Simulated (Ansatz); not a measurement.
# GaBr (SMILES [Ga][Br]) at BLYP/aug-cc-pVTZ

Aim: the vertical singlet–triplet gap of GaBr at BLYP/aug-cc-pVTZ, from 2 runs. 

The calculation is run with Ansatz 0.2.0.

### Step 1. The molecule

GaBr: 2 atoms, total charge 0, spin state singlet. SMILES: `[Ga][Br]`. The shape is that of a PBE0-D4/def2-TZVP optimisation.

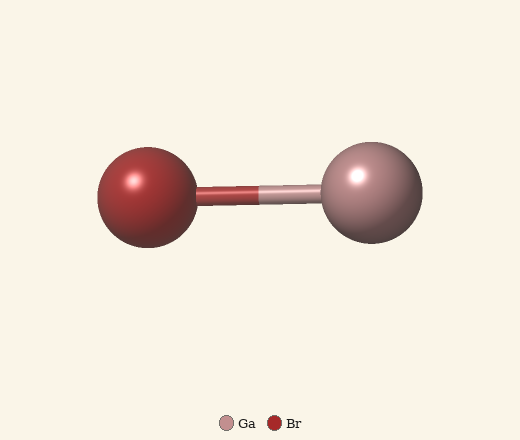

The structure, seen from a chosen angle (gallium pink, bromine red).

### Step 2. A single-point energy at BLYP/aug-cc-pVTZ

Contents of molecule.yaml:

```yaml
crystal:
  periodic: [false, false, false]
  atoms:
    - symbol: Ga
      position_ang: [-0.000000, -0.000000, 0.013830]
    - symbol: Br
      position_ang: [0.000000, 0.000000, 2.388120]
basis:
  gaussian: {orbitals: aug-cc-pVTZ}
hamiltonian: {xc: {name: BLYP}}
accuracy: high
output: {orbitals: {seedname: orbitals}}
```

Started as:

```bash
ansatz run molecule.yaml --threads 1 --pin off --max-ram 3480MiB --events-out events.jsonl --progress --plain --runs-dir runs
```

What it wrote:

```text
Warning: RAYON_NUM_THREADS=1 ignored (pool sized by the plan → 1); use --threads N
Functional definition: BLYP
  name "BLYP"
  parameter beta = 0.0042
  parameter a = 0.04918
  parameter b = 0.132
  parameter c = 0.2533
  parameter d = 0.349
  exchange = b88_x(beta = beta)
  correlation = lyp_c(a = a, b = b, c = c, d = d)
1523 factors; integrals over basis functions are off by at most 4.5e-9 eV
mean field evaluation 1: about -122430.1475 eV, gradient 2.4e1 eV
mean field evaluation 2: about -122425.8892 eV, gradient 4.5e1 eV
mean field evaluation 4: about -122431.2287 eV, gradient 2.1e0 eV
mean field evaluation 8: about -122431.2406 eV, gradient 5.6e-2 eV
mean field evaluation 16: about -122431.2406 eV, gradient 1.1e-6 eV
mean field -122431.24062268 eV, -4499.2651060080 hartree, gradient 6.3e-8 eV, S^2 0.000000; 0 other end points of the search recorded, 0 dependent functions left out
reference -122431.24066298 eV, -4499.2651074889 hartree; 33, 33 occupied and 85, 85 virtual orbitals, 1523 factors
Total energy: -122431.24066298 eV, -4499.2651074889 hartree
```

Wall time 10 s (1 thread of Arm Neoverse V1, shared host); peak memory 0.25 GiB.

### Step 3. The triplet

Contents of job.yaml:

```yaml
crystal:
  periodic: [false, false, false]
  atoms:
    - {symbol: Ga, position_ang: [-0.000000, -0.000000, 0.013830]}
    - {symbol: Br, position_ang: [0.000000, 0.000000, 2.388120]}
basis:
  gaussian: {orbitals: aug-cc-pVTZ}
magnetization: {spin_polarized: true, initial_magnetization: 2}
hamiltonian: {xc: {name: BLYP}}
accuracy: high
output: {orbitals: {seedname: orbitals}}
```

Started as:

```bash
ansatz run job.yaml --threads 1 --pin off --max-ram 3480MiB --events-out events.jsonl --progress --plain --runs-dir runs
```

What it wrote (excerpt; [...] marks lines left out):

```text
Warning: RAYON_NUM_THREADS=1 ignored (pool sized by the plan → 1); use --threads N
[... 2 set-up lines as earlier in the session ...]
[...]
1523 factors; integrals over basis functions are off by at most 4.5e-9 eV
[...]
mean field -122427.68513686 eV, -4499.1344443140 hartree, gradient 7.6e-9 eV, S^2 2.002038; 9 other end points of the search recorded, 0 dependent functions left out
reference -122427.68517823 eV, -4499.1344458343 hartree; 34, 32 occupied and 84, 86 virtual orbitals, 1523 factors
Total energy: -122427.68517823 eV, -4499.1344458343 hartree
```

It took 52 s on 1 thread of Arm Neoverse V1, shared host; peak memory 0.36 GiB.

### Step 4. Results

Level: BLYP/aug-cc-pVTZ.

```
                                        quantity           value
                           singlet: total energy  -4499.26511 Eh
                            singlet: HOMO energy        -6.28 eV
                            singlet: LUMO energy        -2.47 eV
                          singlet: HOMO–LUMO gap         3.81 eV
                           triplet: total energy  -4499.13445 Eh
     triplet: HOMO energy (highest over α and β)        -3.03 eV
                                   triplet: ⟨S²⟩           2.002
vertical energy of the triplet above the singlet        3.555 eV
```

At this shape the triplet lies 3.56 eV (343 kJ/mol) above the singlet.
